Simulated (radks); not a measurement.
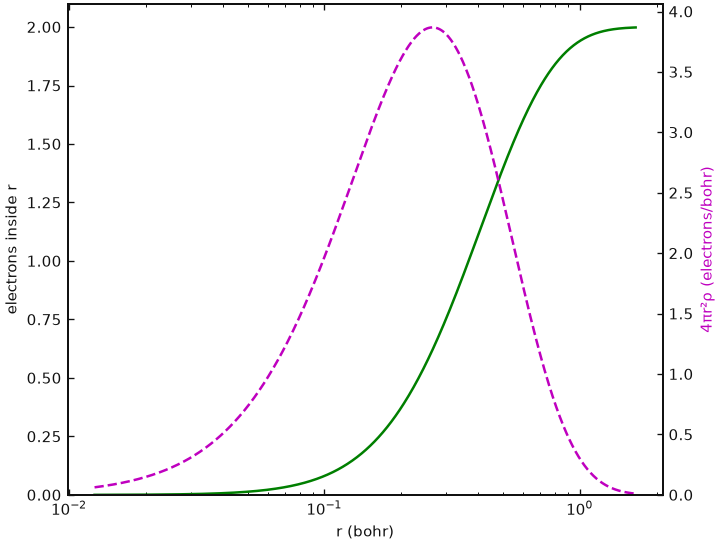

System: the Be²⁺ ion, configuration 1s2. Computed with the in-house radial solver radks: scalar-relativistic Kohn-Sham, PBE, spin-polarised, spherical densities, finite nucleus.

The plot shows the number of electrons inside radius r (solid) and the radial density 4πr²ρ (dashed).

> Describe it and give its main numbers.

The count levels off at 2 electrons. Half of them lie within 0.367 bohr, 90 % within 0.753 bohr and 99 % within 1.21 bohr. The radial density has a single maximum, so no shell boundary shows.
